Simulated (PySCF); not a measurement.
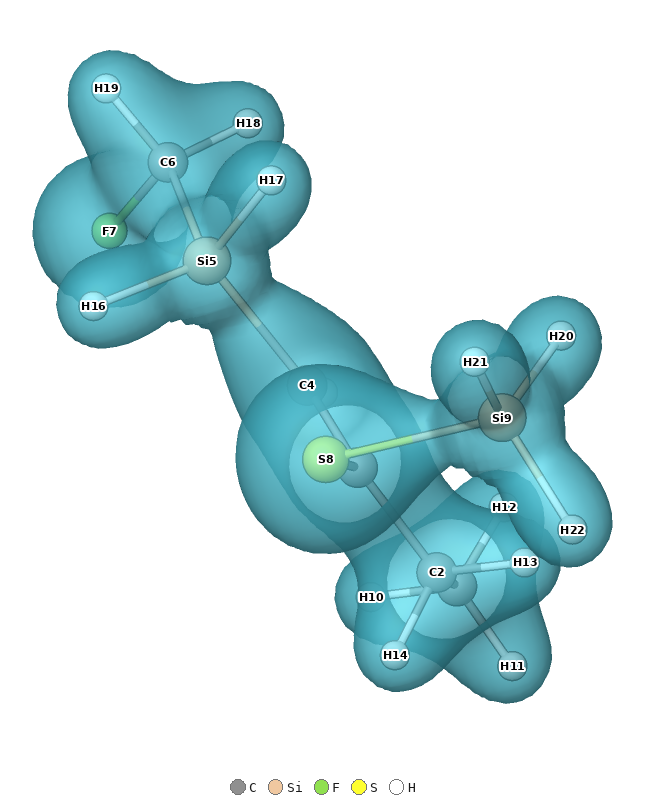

The picture shows: C5H13FSSi2 (SMILES CC/C(=C/[SiH2]CF)S[SiH3]). Isosurface of the total electron density at 0.5 e/Å³ (cyan), seen at an oblique angle.

Geometry: GFN2-xTB.

These are results of PBE0/pcSseg-1, SCF density, gas phase, non-relativistic in PySCF, not measurements.

The calculation's input:

```
{"job": {"kind": "nmr", "xc": "PBE0", "basis": "pcSseg-1"}, "charge": 0, "multiplicity": 1}
C      2.526842    -1.163987    -0.469202
C      2.043089     0.268361    -0.284547
C      0.628508     0.394931     0.189315
C     -0.238074    -0.583607     0.426019
Si    -1.973189    -0.261455     1.056793
C     -2.836085    -1.974457     1.108975
F     -2.148719    -2.837810     1.941297
S      0.115544     2.077630     0.517629
Si     0.126753     2.918686    -1.460481
H      2.448101    -1.719895     0.461927
H      3.569407    -1.160244    -0.778513
H      1.945081    -1.673100    -1.234250
H      2.140829     0.810789    -1.232225
H      2.681767     0.782719     0.440327
H      0.083144    -1.604758     0.270394
H     -1.991622     0.302191     2.406616
H     -2.759051     0.556230     0.122308
H     -2.882389    -2.465810     0.134285
H     -3.849844    -1.907906     1.506769
H     -0.348522     1.882576    -2.368860
H     -0.776048     4.048833    -1.346023
H      1.484069     3.329466    -1.810186
```

Launched as:

```sh
OMP_NUM_THREADS=1 python probes_run.py task.json out
```

Q: What does this surface tell about the bonding?

A: At this value the surface is in one piece. It bridges the sampled C–C (1.33 Å), C–F (1.38 Å), C–S (1.79 Å) and C–Si (1.87 Å) contacts, where the density stays above the isovalue. On the grid the lowest density along these lines, outside the cores, is 2.3 e/Å³ (C–C, 1.33 Å), 1.6 e/Å³ (C–F, 1.38 Å), 1.3 e/Å³ (C–S, 1.79 Å) and 0.8 e/Å³ (C–Si, 1.87 Å).
